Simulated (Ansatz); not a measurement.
Consider Si in the diamond structure (space group Fd-3m, No. 227; a = 5.402 Å).

It is then changed as follows: every lattice vector is shortened by 1.50 %, atoms relaxed at fixed cell.

Level of theory: plane-wave PAW DFT at the LDA level (Ansatz, a program for electronic structure, 420 eV), no spin-orbit coupling.

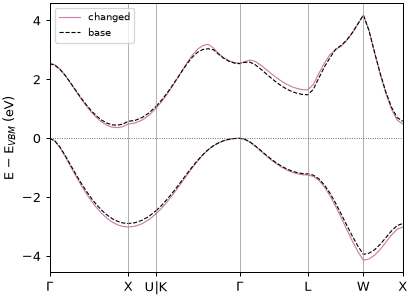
Figure. Highest valence and lowest conduction band along the path, each from its own valence-band maximum

The gap is 0.36 eV, indirect, Γ → Γ–X (87 % along); the base has 0.45 eV.

The cells carry an imposed strain or load. Stability against distortions was not tested.
